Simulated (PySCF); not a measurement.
# H5NSi (H3Si ... H2N): the cost of one run

Programs: PySCF 2.14.0, with routines of our own; each step states its level. All values are computed. Atoms count from 0.

### 1 The starting structure

7 atoms, charge 0, high-spin multiplicity 3; geometry from: GFN2-xTB fragments, placed rigidly.

The system (radical pair): H3Si···H2N. The radical centres are 3.73 Å apart, face to face; the spin sites are atoms 0, 1, 2, 3 (1 unpaired) and atoms 4, 5, 6 (1 unpaired).

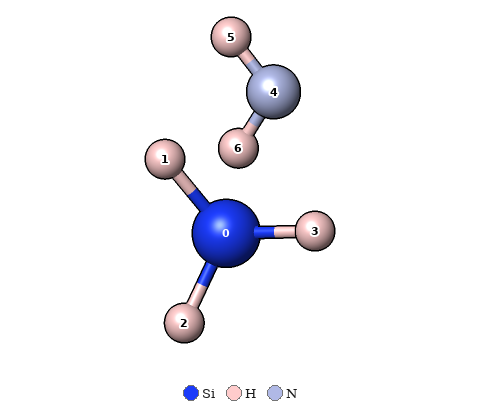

The starting geometry (silicon blue, hydrogen pink, nitrogen light blue).

### 2 Magnetic exchange: CASSCF and SC-NEVPT2/def2-TZVP (2,2)

The job: settings as JSON, then the geometry in Å.

```
{"job": {"kind": "cas", "basis": "def2-TZVP", "active": "magnetic", "zfs": true}, "charge": 0, "high_spin_multiplicity": 3, "spin_sites": [[[0, 1, 2, 3], 1], [[4, 5, 6], 1]]}
Si    -0.600000     0.166200    -1.345900
H      0.586600    -0.602300    -1.663500
H     -1.860200    -0.475100    -1.663500
H     -0.526500     1.578200    -1.663400
N      0.800000     0.166200     2.112100
H      1.630100    -0.416600     2.112100
H     -0.030000    -0.416600     2.112100
```

Method: CASSCF and SC-NEVPT2/def2-TZVP spin states, gas phase.

Started as:

```sh
OMP_NUM_THREADS=1 python exch_run.py task.json out
```

This one command runs all jobs of the session in turn.

**Question.** How long does this first job take on 1 thread of Arm Neoverse N1, shared host, and how much memory does it need?

About 3.3 s, with a peak of 0.24 GiB.
